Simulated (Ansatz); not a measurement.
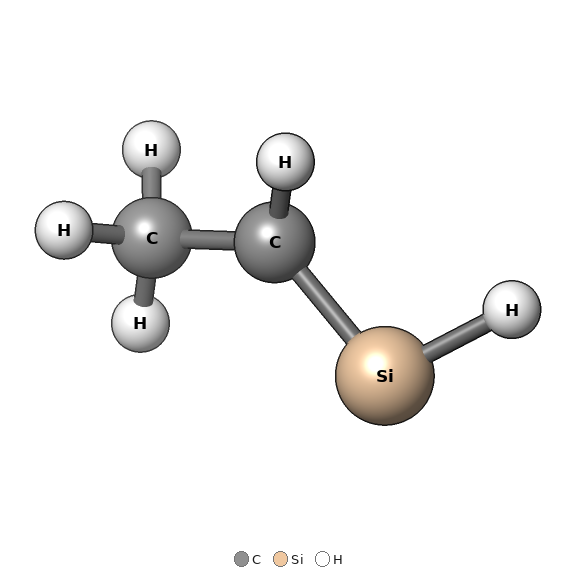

Rendered structure (ball-and-stick style).

State: neutral, doublet. The geometry was computed by an optimisation with PBE0-D4/def2-TZVP. No frequency run is at hand to confirm it as a minimum.

Count the atoms of each element.

C₂H₅Si, 8 atoms: 2 carbon, 5 hydrogen and 1 silicon.

How many bonds of each kind are drawn?

4 C–H, 1 C–C, 1 C–Si, 1 Si–H.

More results for the same structure follow; atom numbers are the same in all pictures, views and colours differ.

Geometry

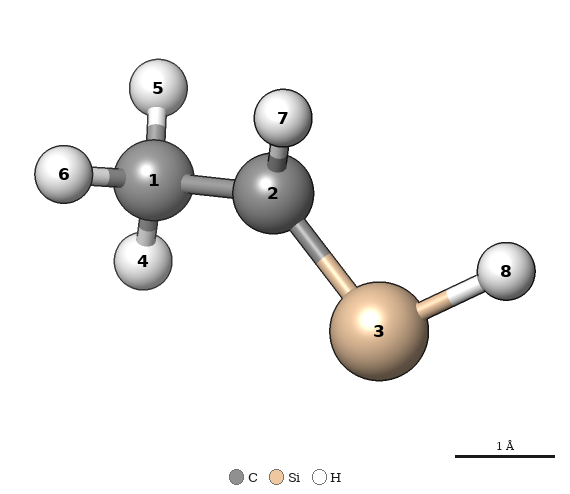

Numbered structure. No frequency run is at hand to confirm it as a minimum.

Describe the coordination of atom 2.

C2 has 3 neighbours (C1 at 1.49, Si3 at 1.78, H7 at 1.09 Å); the arrangement is trigonal planar.

How are the neighbours of atom 1 arranged?

C1 has 4 neighbours (C2 at 1.49, H4 at 1.09, H5 at 1.10, H6 at 1.10 Å); the arrangement is tetrahedral.

What is the geometry at Si3?

Si3 has 2 neighbours (C2 at 1.78, H8 at 1.51 Å); the arrangement is bent.

Electronic properties

No frequency run is at hand to confirm it as a minimum. Properties computed with UKS PBE0-D4/def2-TZVPP (Ansatz 0.2.0).

What does the calculation give?

- HOMO energy (Kohn–Sham orbital): −6.33 eV
- ⟨S²⟩ of the determinant: 0.824
- dispersion correction: −10.9 kJ/mol

Dipole moment

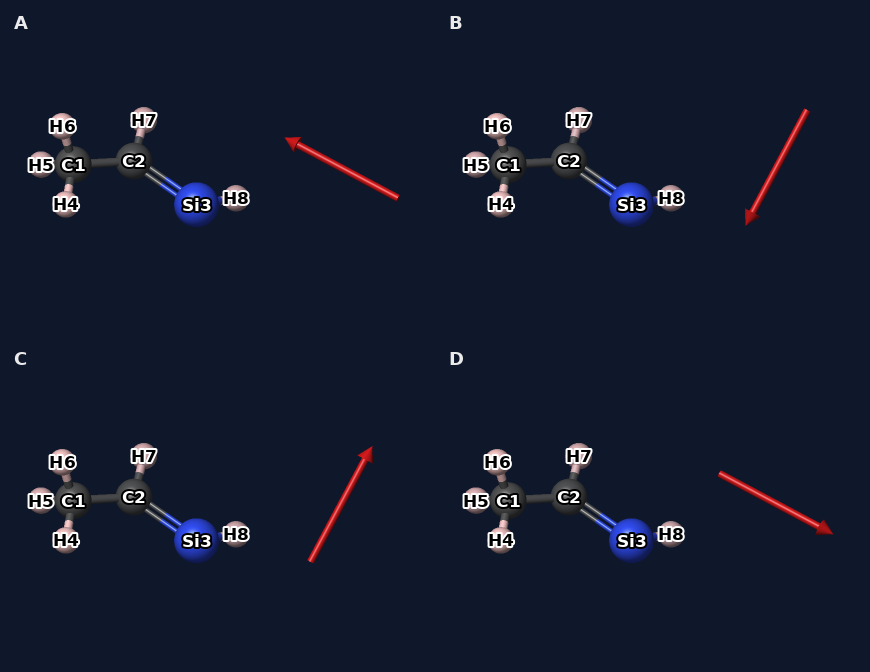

The same molecule four times, each with an arrow. No frequency run is at hand to confirm it as a minimum. Properties computed with UKS PBE0-D4/def2-TZVP (Ansatz 0.2.0).

Which arrow points along the dipole moment, from the negative to the positive end?

A. The dipole moment is 1.26 D; it points from the side of H8 to the side of H5 (the outermost atoms at the two ends).

Charges

The questions are on Mulliken charges. No frequency run is at hand to confirm it as a minimum. Level of theory: UKS PBE0-D4/def2-TZVP (Ansatz 0.2.0).

Which atom carries the highest charge (most positive or least negative)?

H5, H6, H7 (0.14 e).

And the lowest?

C1 (−0.33 e).

List the Mulliken charges.

| atom | value (e) |
| --- | --- |
| C1 | −0.33 |
| C2 | −0.23 |
| Si3 | 0.03 |
| H4 | 0.13 |
| H5 | 0.14 |
| H6 | 0.14 |
| H7 | 0.14 |
| H8 | −0.01 |

Mulliken values depend strongly on the basis set and can even reverse the polarity of a bond.
